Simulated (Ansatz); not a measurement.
## Run report: Cu₁₆N, molecular dynamics (part 1 of 3)

- system: Cu₁₆N (slab, 17 atoms in the cell)
- method: DFT PBE, scalar-relativistic, plane waves, PAW, no spin polarisation (Ansatz 0.2.0)

The input holds or restrains some coordinates. It belongs to a series of runs on one base structure; here: dynamics from the last frame of the run before.

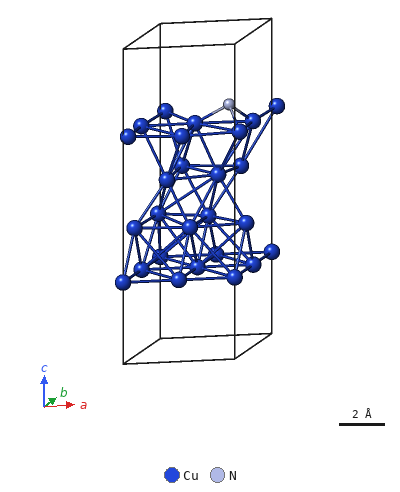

*The input geometry (ball-and-stick view of the cell of the calculation, with the vacuum cut short, seen slightly off an axis). An atom can appear more than once, as a periodic image.*

## Key numbers

| quantity | value |
| --- | --- |
| outcome | finished |
| mean temperature over the second half | 1231 K |
| trajectory | 190 steps, 190 fs |
| ensemble | nvt_nose_hoover |
| temperature in the input | 1800.0 K |
| time step | 1 fs |
| electrons treated | 309 |
| potential energy (free energy of the electrons) (last step) | −106377.6824 eV |
| Fermi energy (last step) | 5.234 eV |
| largest force (length of the vector) (last step), held atoms and coordinates included | 2.650 eV/Å |
| hardware | 4 threads of Intel Xeon @ 2.80GHz (Skylake/Cascade Lake), 24 GiB of memory available, shared host |
| wall time | 23 min (CPU time 86 min) |
| peak memory | 1.9 GiB |

The cell holds an odd number of electrons but the run has no spin polarisation, so a band is left half filled. So short a trajectory is not equilibrated. The temperature stays far from the 1800 K of the thermostat over the second half: the run isn't equilibrated.

## The input
```yaml
crystal:
  lattice:
    - [5.105311, 0.0, 0.0]
    - [2.552655, 4.421329, 0.0]
    - [0.0, 0.0, 18.252703]
  atoms:
    - { symbol: Cu, position: [0.0, 0.0, 0.0547864] }
    - { symbol: Cu, position: [0.5, 0.0, 0.0547864] }
    - { symbol: Cu, position: [0.0, 0.5, 0.0547864] }
    - { symbol: Cu, position: [0.5, 0.5, 0.0547864] }
    - { symbol: Cu, position: [0.01796271, 0.25557068, 0.17565945] }
    - { symbol: Cu, position: [0.53504246, 0.19229817, 0.17515048] }
    - { symbol: Cu, position: [0.07060129, 0.73138063, 0.18066427] }
    - { symbol: Cu, position: [0.51737248, 0.74222367, 0.16934673] }
    - { symbol: Cu, position: [-0.31026441, 0.48477313, 0.28813316] }
    - { symbol: Cu, position: [0.26517304, 0.38300028, 0.28665646] }
    - { symbol: Cu, position: [-0.25587078, 0.93525837, 0.28030011] }
    - { symbol: Cu, position: [0.22236461, 0.91293177, 0.28895167] }
    - { symbol: Cu, position: [0.03096823, 0.04224586, 0.42119481] }
    - { symbol: Cu, position: [0.49817503, 0.08546671, 0.41371882] }
    - { symbol: Cu, position: [-0.03055419, 0.5826129, 0.41393119] }
    - { symbol: Cu, position: [0.46274799, 0.54294733, 0.41738055] }
    - { symbol: "N", position: [0.81701406, 0.39939673, 0.469947] }
basis:
  ecutwfc: 420.0
kpoints:
  mp_grid: { grid: [3, 3, 1] }
hamiltonian:
  xc: pbe
scf:
  occupations: { method: fermi_dirac, width: 0.1 }
  lower_state_search: "off"
md:
  timestep: 1
  n_steps: 190
  ensemble: nvt_nose_hoover
  temperature: 1800.0
  initial_velocities: maxwell_boltzmann
  seed: 999173
  nose_hoover: { tau: 200.0, chain_length: 3 }
  constraints: [{ sites: [0, 1, 2, 3] }]
```

Launch command:
```bash
ansatz run input.yaml --threads 4 --pin off --max-ram 10240MiB --backend cpu --events-out ev --progress --plain --runs-dir out
```

## Log
```
Warning: md: disabling space-group detection — thermal motion breaks the input geometry's symmetry, so no spatial operation reduces the k-mesh or symmetrises the density; time reversal is kept, so that k and −k are solved as one point where they differ and the mesh holds both, and exact exchange and, on two spinor components, a DFT+U term hold to it where the run has them: on two components no moment then forms, and a state that bears one, which a typed moment (crystal.atoms[].spin; refused beside efield: under a hybrid functional) reaches, can lie lower, under hf by electronvolts; crystal.symmetry.detect: false (a key that needs symmetry detection or time reversal refuses this as the deck is read) with time_reversal: false beside it drops time reversal too
Engine: ansatz 0.2.0, x86_64-unknown-linux-gnu
Pseudopotentials: kind: paw
Pseudopotential: Cu, paw, valence charge 19, recommended cutoff 420 eV (normal), Cu.paw.azcp
Pseudopotential: N, paw, valence charge 5, recommended cutoff 420 eV (normal), N.paw.azcp
Functional definition: PBE
  parameter kappa = 0.804
  parameter beta = 0.06672455060314922
  exchange = pbe_x(kappa = kappa, mu = beta*pi^2/3)
  correlation = pbe_c(beta = beta)
Crystal: 17 atoms, lattice volume = 412.005 Å³
Basis set: ecut = 420 eV, 8095 PW (Γ), exchange–correlation on 72×72×250 points (8 copies of the dense FFT grid, shifted against one another)
Bands: 186, of which v1, the nominal top of the filled ones, is band 155 counted from 1 (154 counted from 0)
Symmetry: 1 space group operations
k-points: 5 of 9 (time reversal used)
Non-local potential: Cu, projectors of the file, l = 0: 3, l = 1: 2, l = 2: 3, l = 3: 1
Non-local potential: N, projectors of the file, l = 0: 2, l = 1: 2, l = 2: 1
PAW form: soft (Blöchl's): semilocal exchange-correlation on the pseudo side does not see the compensation charge
PAW one-centre angular grid: Cu, 590 points (default); XC on 64 Gauss nodes
PAW one-centre angular grid: N, 110 points (default); XC on 64 Gauss nodes
Initial density: superposition of atomic densities (neutral atoms: chi_scale 0, normalization atom), corrected by the library's trained network
Initial wavefunctions: pseudopotential atomic-orbital guess
Functional: x = pbe(κ = 0.804, μ = 0.2195149727645171), c = pbe(β = 0.06672455060314922)
SCF iter   1: F=—  HF=-106379.711879 eV  |F-HF|=—  |Δ(HF+E_count)|=         —  Δρ=1.08e-2  dr2=3.67e0  ethr=1.77e-3  ⟨swp⟩=6.0  Hψ=3620  notcnv=0  defer=64
preconditioner: auto → LDOS  [metal: Δε(μ)=0.099 eV  Ē_g=8.656 eV  σ=0.100 eV  W_gap=0.24  n_scr=122 (ndim 8)  ℏωp=24.6 eV  f_vac=0.472  D(μ)=8.87/eV (n_scr^D=52)  β→1.0]
SCF iter   2: F=—  HF=-106379.598008 eV  |F-HF|=—  |Δ(HF+E_count)|=   1.14e-1  Δρ=4.39e-3  dr2=9.83e-2  ethr=1.19e-3  ⟨swp⟩=2.8  Hψ=1142  notcnv=0  defer=80
SCF iter   3: F=—  HF=-106379.628383 eV  |F-HF|=—  |Δ(HF+E_count)|=   3.04e-2  Δρ=7.73e-3  dr2=1.81e-1  ethr=3.18e-5  ⟨swp⟩=2.0  Hψ=1630  notcnv=0  defer=80
SCF iter   4: F=—  HF=-106379.606321 eV  |F-HF|=—  |Δ(HF+E_count)|=   2.21e-2  Δρ=3.61e-3  dr2=3.59e-2  ethr=3.18e-5  ⟨swp⟩=2.0  Hψ=1659  notcnv=0  defer=80
SCF iter   5: F=—  HF=-106379.600368 eV  |F-HF|=—  |Δ(HF+E_count)|=   5.95e-3  Δρ=8.37e-4  dr2=2.44e-3  ethr=1.16e-5  ⟨swp⟩=2.0  Hψ=1317  notcnv=0  defer=80
SCF iter   6: F=—  HF=-106379.600088 eV  |F-HF|=—  |Δ(HF+E_count)|=   2.79e-4  Δρ=2.41e-4  dr2=4.31e-4  ethr=7.89e-7  ⟨swp⟩=2.0  Hψ=1577  notcnv=0  defer=80
SCF iter   7: F=—  HF=-106379.600007 eV  |F-HF|=—  |Δ(HF+E_count)|=   8.17e-5  Δρ=9.85e-5  dr2=7.41e-5  ethr=1.40e-7  ⟨swp⟩=2.0  Hψ=1265  notcnv=0  defer=80
SCF iter   8: F=—  HF=-106379.600000 eV  |F-HF|=—  |Δ(HF+E_count)|=   7.30e-6  Δρ=5.23e-5  dr2=9.34e-6  ethr=2.40e-8  ⟨swp⟩=2.0  Hψ=1253  notcnv=0  defer=80
SCF iter   9: F=—  HF=-106379.599621 eV  |F-HF|=—  |Δ(HF+E_count)|=   3.78e-4  Δρ=2.05e-5  dr2=1.32e-6  ethr=3.02e-9  ⟨swp⟩=2.0  Hψ=1363  notcnv=0  defer=80
SCF iter  10: F=—  HF=-106379.599624 eV  |F-HF|=—  |Δ(HF+E_count)|=   3.09e-6  Δρ=8.00e-6  dr2=2.58e-7  ethr=4.27e-10  ⟨swp⟩=2.0  Hψ=1255  notcnv=0  defer=80
SCF iter  11: F=—  HF=-106379.599625 eV  |F-HF|=—  |Δ(HF+E_count)|=   5.85e-7  Δρ=3.80e-6  dr2=6.33e-8  ethr=8.33e-11  ⟨swp⟩=2.0  Hψ=1263  notcnv=0  defer=80
SCF iter  12: F=—  HF=-106379.599625 eV  |F-HF|=—  |Δ(HF+E_count)|=   8.47e-8  Δρ=2.48e-6  dr2=3.16e-8  ethr=5.50e-12  ⟨swp⟩=5.0  Hψ=3361  notcnv=0
SCF iter  13: F=-106379.599625 eV  HF=-106379.599625 eV  |F-HF|=1.07e-8  |Δ(HF+E_count)|=   1.72e-8  Δρ=1.23e-6  dr2=7.25e-9  ethr=5.50e-12  ⟨swp⟩=4.0  Hψ=2905  notcnv=0
SCF 1 converged in 13 iterations: F = -106379.599625 eV  dr2 = 7.25e-9
  greatest PAW one-centre occupation: 1.000 electrons in one spin orbital (limit 2), on the Cu atom at site 13 (counted from 0), in its partial waves of l = 0
md step     0: t =     0.00 fs  T =  1800.0 K  F+E_penalty+E_count = -106379.59962492 eV  E_kin = 3.024684 eV  conserved = -106376.57494094 eV  (13 SCF iters)
Initial density: handed on by an earlier stage of this run
Initial wavefunctions: those handed on with the density
iter 1 solved again at ethr=3.59e-6 eV; its pass at ethr=3.10e-3 eV (dr2=1.11e-2 eV) is discarded
SCF iter   1: F=—  HF=-106379.557169 eV  |F-HF|=—  |Δ(HF+E_count)|=         —  Δρ=1.70e-3  dr2=7.20e-3  ethr=3.59e-6  ⟨swp⟩=3.0  Hψ=4565  notcnv=0
preconditioner: auto → LDOS  [metal: Δε(μ)=0.067 eV  Ē_g=8.638 eV  σ=0.100 eV  W_gap=0.16  n_scr=122 (ndim 8)  ℏωp=24.6 eV  f_vac=0.471  D(μ)=9.30/eV (n_scr^D=64)  β→1.0]
SCF iter   2: F=—  HF=-106379.556026 eV  |F-HF|=—  |Δ(HF+E_count)|=   1.14e-3  Δρ=1.22e-3  dr2=3.55e-3  ethr=2.33e-6  ⟨swp⟩=2.0  Hψ=1828  notcnv=0
SCF iter   3: F=—  HF=-106379.555693 eV  |F-HF|=—  |Δ(HF+E_count)|=   3.32e-4  Δρ=9.84e-4  dr2=2.82e-3  ethr=1.15e-6  ⟨swp⟩=2.0  Hψ=1834  notcnv=0
SCF iter   4: F=—  HF=-106379.555408 eV  |F-HF|=—  |Δ(HF+E_count)|=   2.86e-4  Δρ=5.44e-4  dr2=8.31e-4  ethr=9.13e-7  ⟨swp⟩=1.0  Hψ=930  notcnv=0
SCF iter   5: F=—  HF=-106379.555303 eV  |F-HF|=—  |Δ(HF+E_count)|=   1.05e-4  Δρ=1.78e-4  dr2=1.10e-4  ethr=2.69e-7  ⟨swp⟩=2.0  Hψ=1511  notcnv=0
SCF iter   6: F=—  HF=-106379.555273 eV  |F-HF|=—  |Δ(HF+E_count)|=   3.07e-5  Δρ=3.32e-5  dr2=5.21e-6  ethr=3.57e-8  ⟨swp⟩=2.0  Hψ=1434  notcnv=0
SCF iter   7: F=—  HF=-106379.554855 eV  |F-HF|=—  |Δ(HF+E_count)|=   4.18e-4  Δρ=1.75e-5  dr2=8.85e-7  ethr=1.69e-9  ⟨swp⟩=2.0  Hψ=1620  notcnv=0
SCF iter   8: F=—  HF=-106379.554856 eV  |F-HF|=—  |Δ(HF+E_count)|=   1.76e-6  Δρ=8.46e-6  dr2=2.63e-7  ethr=2.87e-10  ⟨swp⟩=2.2  Hψ=1350  notcnv=0
SCF iter   9: F=—  HF=-106379.554857 eV  |F-HF|=—  |Δ(HF+E_count)|=   2.54e-7  Δρ=3.13e-6  dr2=6.26e-8  ethr=8.51e-11  ⟨swp⟩=2.4  Hψ=1515  notcnv=0
SCF iter  10: F=-106379.554857 eV  HF=-106379.554857 eV  |F-HF|=8.48e-9  |Δ(HF+E_count)|=   6.80e-9  Δρ=1.34e-6  dr2=1.22e-8  ethr=5.50e-12  ⟨swp⟩=4.0  Hψ=2959  notcnv=0
SCF 2 converged in 10 iterations: F = -106379.554857 eV  dr2 = 1.22e-8
md step     1: t =     1.00 fs  T =  1773.4 K  F+E_penalty+E_count = -106379.55485656 eV  E_kin = 2.980042 eV  conserved = -106376.57481472 eV  (10 SCF iters)
[... from here on the SCF iterations and repeated set-up lines of each step are left out, up to the last step ...]
md step     2: t =     2.00 fs  T =  1740.9 K  F+E_penalty+E_count = -106379.50012821 eV  E_kin = 2.925445 eV  conserved = -106376.57468575 eV  (10 SCF iters)
md step     3: t =     3.00 fs  T =  1703.5 K  F+E_penalty+E_count = -106379.43712535 eV  E_kin = 2.862574 eV  conserved = -106376.57456160 eV  (10 SCF iters)
md step     4: t =     4.00 fs  T =  1662.2 K  F+E_penalty+E_count = -106379.36751915 eV  E_kin = 2.793097 eV  conserved = -106376.57444689 eV  (10 SCF iters)
md step     5: t =     5.00 fs  T =  1617.8 K  F+E_penalty+E_count = -106379.29288617 eV  E_kin = 2.718591 eV  conserved = -106376.57434448 eV  (4 SCF iters)
md step     6: t =     6.00 fs  T =  1571.4 K  F+E_penalty+E_count = -106379.21466512 eV  E_kin = 2.640498 eV  conserved = -106376.57425469 eV  (4 SCF iters)
md step     7: t =     7.00 fs  T =  1523.5 K  F+E_penalty+E_count = -106379.13413949 eV  E_kin = 2.560103 eV  conserved = -106376.57417693 eV  (3 SCF iters)
md step     8: t =     8.00 fs  T =  1475.0 K  F+E_penalty+E_count = -106379.05243779 eV  E_kin = 2.478539 eV  conserved = -106376.57411014 eV  (4 SCF iters)
md step     9: t =     9.00 fs  T =  1426.3 K  F+E_penalty+E_count = -106378.97054435 eV  E_kin = 2.396793 eV  conserved = -106376.57405286 eV  (3 SCF iters)
md step    10: t =    10.00 fs  T =  1378.1 K  F+E_penalty+E_count = -106378.88931610 eV  E_kin = 2.315726 eV  conserved = -106376.57400395 eV  (10 SCF iters)
md step    11: t =    11.00 fs  T =  1330.7 K  F+E_penalty+E_count = -106378.80950102 eV  E_kin = 2.236088 eV  conserved = -106376.57396162 eV  (4 SCF iters)
md step    12: t =    12.00 fs  T =  1284.6 K  F+E_penalty+E_count = -106378.73175659 eV  E_kin = 2.158539 eV  conserved = -106376.57392471 eV  (5 SCF iters)
md step    13: t =    13.00 fs  T =  1240.0 K  F+E_penalty+E_count = -106378.65666629 eV  E_kin = 2.083665 eV  conserved = -106376.57389217 eV  (3 SCF iters)
md step    14: t =    14.00 fs  T =  1197.3 K  F+E_penalty+E_count = -106378.58475376 eV  E_kin = 2.011991 eV  conserved = -106376.57386301 eV  (3 SCF iters)
md step    15: t =    15.00 fs  T =  1156.9 K  F+E_penalty+E_count = -106378.51649427 eV  E_kin = 1.943994 eV  conserved = -106376.57383653 eV  (4 SCF iters)
md step    16: t =    16.00 fs  T =  1118.9 K  F+E_penalty+E_count = -106378.45232338 eV  E_kin = 1.880109 eV  conserved = -106376.57381238 eV  (3 SCF iters)
md step    17: t =    17.00 fs  T =  1083.5 K  F+E_penalty+E_count = -106378.39264331 eV  E_kin = 1.820739 eV  conserved = -106376.57379033 eV  (3 SCF iters)
md step    18: t =    18.00 fs  T =  1051.1 K  F+E_penalty+E_count = -106378.33782678 eV  E_kin = 1.766258 eV  conserved = -106376.57376988 eV  (3 SCF iters)
md step    19: t =    19.00 fs  T =  1021.8 K  F+E_penalty+E_count = -106378.28821890 eV  E_kin = 1.717012 eV  conserved = -106376.57375112 eV  (3 SCF iters)
md step    20: t =    20.00 fs  T =   995.8 K  F+E_penalty+E_count = -106378.24413718 eV  E_kin = 1.673317 eV  conserved = -106376.57373391 eV  (10 SCF iters)
md step    21: t =    21.00 fs  T =   973.3 K  F+E_penalty+E_count = -106378.20586993 eV  E_kin = 1.635464 eV  conserved = -106376.57371832 eV  (4 SCF iters)
md step    22: t =    22.00 fs  T =   954.4 K  F+E_penalty+E_count = -106378.17367350 eV  E_kin = 1.603709 eV  conserved = -106376.57370492 eV  (4 SCF iters)
md step    23: t =    23.00 fs  T =   939.2 K  F+E_penalty+E_count = -106378.14776833 eV  E_kin = 1.578272 eV  conserved = -106376.57369388 eV  (3 SCF iters)
md step    24: t =    24.00 fs  T =   928.0 K  F+E_penalty+E_count = -106378.12833436 eV  E_kin = 1.559335 eV  conserved = -106376.57368557 eV  (3 SCF iters)
md step    25: t =    25.00 fs  T =   920.6 K  F+E_penalty+E_count = -106378.11550587 eV  E_kin = 1.547034 eV  conserved = -106376.57368033 eV  (4 SCF iters)
md step    26: t =    26.00 fs  T =   917.3 K  F+E_penalty+E_count = -106378.10936622 eV  E_kin = 1.541453 eV  conserved = -106376.57367826 eV  (3 SCF iters)
md step    27: t =    27.00 fs  T =   918.0 K  F+E_penalty+E_count = -106378.10994284 eV  E_kin = 1.542623 eV  conserved = -106376.57367982 eV  (3 SCF iters)
md step    28: t =    28.00 fs  T =   922.7 K  F+E_penalty+E_count = -106378.11720257 eV  E_kin = 1.550511 eV  conserved = -106376.57368545 eV  (3 SCF iters)
md step    29: t =    29.00 fs  T =   931.4 K  F+E_penalty+E_count = -106378.13104776 eV  E_kin = 1.565024 eV  conserved = -106376.57369520 eV  (3 SCF iters)
md step    30: t =    30.00 fs  T =   943.8 K  F+E_penalty+E_count = -106378.15131337 eV  E_kin = 1.586000 eV  conserved = -106376.57370903 eV  (9 SCF iters)
md step    31: t =    31.00 fs  T =   960.0 K  F+E_penalty+E_count = -106378.17776524 eV  E_kin = 1.613207 eV  conserved = -106376.57372713 eV  (4 SCF iters)
md step    32: t =    32.00 fs  T =   979.7 K  F+E_penalty+E_count = -106378.21009952 eV  E_kin = 1.646345 eV  conserved = -106376.57374951 eV  (4 SCF iters)
```
